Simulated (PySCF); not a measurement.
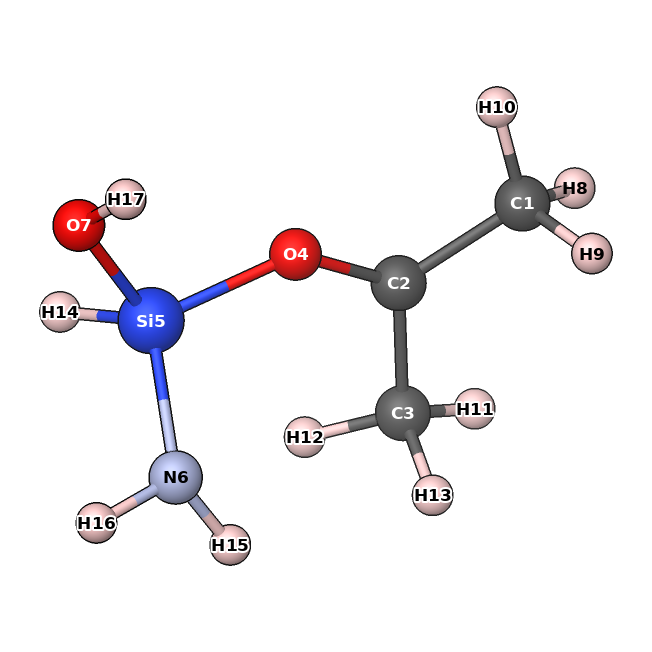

Charge 0, doublet. The geometry was computed by an optimisation with GFN2-xTB. No frequency run is at hand to confirm it as a minimum. Level of theory: UKS B3LYP, pcH-1 on C H N O Si, non-relativistic (PySCF 2.14.0).

Give the isotropic hyperfine couplings (Fermi-contact term alone) of C1, C2, C3, O4, Si5, N6, O7, H8, H9, H10, H11, H12, H13, H14, H15, H16, H17.

```tsv
atom	isotope	a_iso (MHz)
C1	13C	−24.4
C2	13C	137.6
C3	13C	−22.6
O4	17O	−12.7
Si5	29Si	1.7
N6	14N	4.5
O7	17O	−0.1
H8	1H	43.7
H9	1H	123.7
H10	1H	15.8
H11	1H	18.7
H12	1H	40.9
H13	1H	124.8
H14	1H	3.7
H15	1H	−0.1
H16	1H	1.5
H17	1H	0.0
```

The geometry is semi-empirical. Around Si such bond lengths and angles can be off by a tenth of an ångström or more and by several degrees, and values that hang on the shape move with them.
